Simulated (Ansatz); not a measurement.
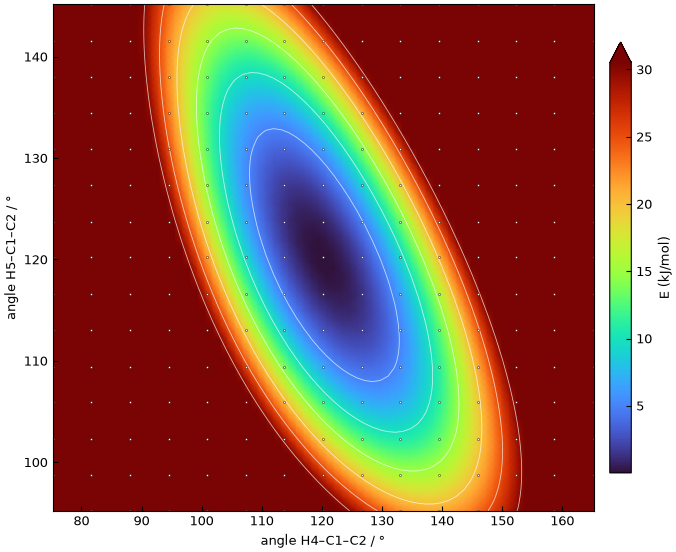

C2H2F, SMILES C=[C+]F, charge +1. 
- The first coordinate is: angle H4–C1–C2; the second: angle H5–C1–C2.
- Nothing is relaxed (all other coordinates rigid).
- The grid has 15 × 15 points.
- All energies are given in kJ/mol relative to the lowest grid point.
- These are results of RKS B3LYP-D4/def2-TZVP (Ansatz), not measurements.

Drawn: a smooth colour map with a few white contour lines, dots at the grid points, one colour for all values above the top of the scale. Between grid points the surface is interpolated.

Estimate the position of the minimum and the force constants in these coordinates.

Answer. The interpolated minimum is at angle H4–C1–C2 ≈ 120.2°, angle H5–C1–C2 ≈ 120.2°. The curvatures there are about 3.9 eV/rad² and 3.9 eV/rad², with a cross term of about 2.5 eV/rad². Round the minimum the valley is strongly tilted: raising angle H4–C1–C2 shifts the best value of angle H5–C1–C2 downwards (coupling k₁₂/√(k₁₁k₂₂) about 0.7). (1 eV is 96.5 kJ/mol.)
